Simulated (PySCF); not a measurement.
## Electronic structure of C₃H₇FOSi in real space

```xyz
13

F     0.1262    1.6239    0.5260
C    -0.7577    1.0715   -0.3479
C    -1.8025    0.1683    0.2137
C    -0.6383   -0.4093   -0.5446
O     0.3101   -1.1037    0.1697
Si    1.9235   -0.6896    0.3707
H    -0.9729    1.7360   -1.1907
H    -1.7587    0.0223    1.2963
H    -2.8025    0.1624   -0.2273
H    -0.8246   -0.8033   -1.5522
H     2.1648   -0.0357    1.6876
H     2.3763    0.2002   -0.7409
H     2.6814   -1.9724    0.3282
```

Geometry: PBE0-D3(BJ)/def2-SVP.

All numbers below come from PBE0/pcSseg-1, SCF density, gas phase, non-relativistic in PySCF.

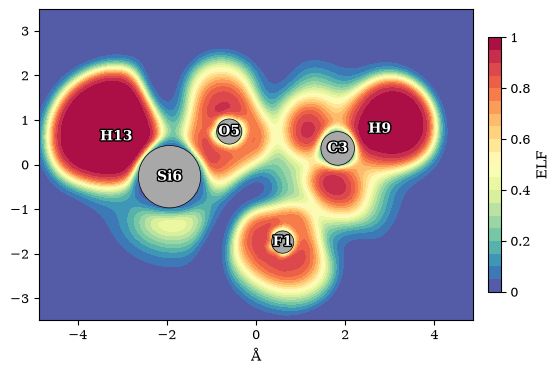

Figure 1. ELF on the plane of atoms O5, Si6 and H13. Grey discs cover the atomic cores.

Question: What does the map show?

Answer:
- The section cuts through F, C, O, Si and H sites.
- Si–O (1.68 Å): the ELF peaks at about 0.85 between the atoms; a shared but strongly polarised pair.
- C–H (1.09 Å): the ELF climbs to about 1 towards the hydrogen, as it does in any bond to H: an ordinary covalent bond to hydrogen.
- Si–H (1.49 Å): the ELF climbs to about 1 towards the hydrogen.
- The ELF also peaks beside F1 and O5, away from the bonds: lone-pair regions.

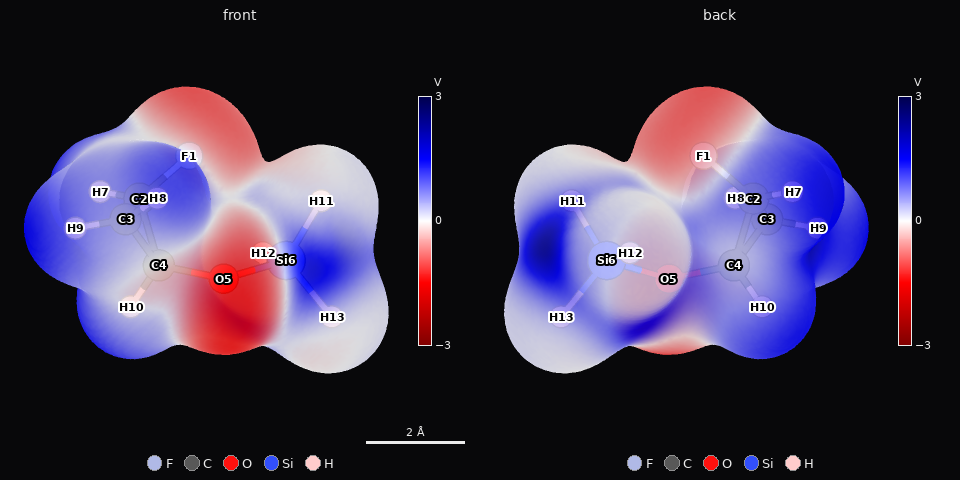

Figure 2. The electrostatic potential painted on the density surface at 0.004 e/bohr³, seen from the front and from behind; red is negative and blue positive.

Question: Which sites attract a positive test charge, and which a negative one?

Answer: A positive charge is drawn to the negative regions and a negative charge to the positive ones. The most negative region (about −1.5 V) lies over O5, the most positive (about +2.1 V) over Si6. O5 is the likeliest acceptor of a hydrogen bond.
